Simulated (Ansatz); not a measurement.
System: BH4 (doublet).

The calculation's input:

```
crystal:
  periodic: [false, false, false]
  atoms:
    - {symbol: B, position_ang: [0.109546, -0.185955, -0.159862]}
    - {symbol: H, position_ang: [-0.268180, 0.328808, 0.958770]}
    - {symbol: H, position_ang: [1.275685, -0.069215, -0.346269]}
    - {symbol: H, position_ang: [-0.472228, 0.929821, 0.118545]}
    - {symbol: H, position_ang: [-0.644822, -1.003458, -0.571175]}
basis:
  gaussian: {orbitals: def2-TZVPD, initial_orbitals: start.molden}
magnetization: {spin_polarized: true, initial_magnetization: 1}
hamiltonian: {xc: pbe0, dispersion: d4}
scf: {omitted_lower_state_checks: [starts]}
output: {orbitals: {seedname: orbitals}}
```

Launched as:

```sh
ansatz run in.yaml --threads 4 --pin off --events-out ev --progress --plain --max-ram 3916MiB
```

Geometry: PBE0-D4/def2-TZVPD.

Level of theory: Ansatz, UKS PBE0-D4/def2-TZVPD.

**What will maps of the electron density, electron localisation function and spin density show?**

B–H (1.19 Å): ρ is about 1.3 e/Å³ halfway; the ELF climbs to about 1 towards the hydrogen, as it does in any bond to H (an ordinary covalent bond to hydrogen).
The unpaired spin (1 electron) lies mostly on B1 (about 0.5), H2 (about 0.2) and H4 (about 0.2), in electrons by Hirshfeld's partition.

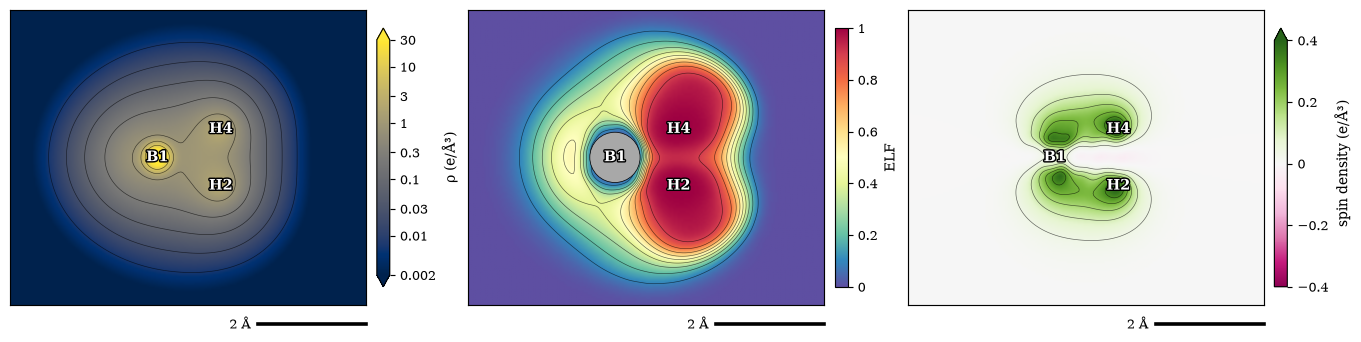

Computed electron density, electron localisation function and spin density on the plane of atoms H2, B1 and H4, in this order. Grey discs cover the atomic cores in the ELF map. 
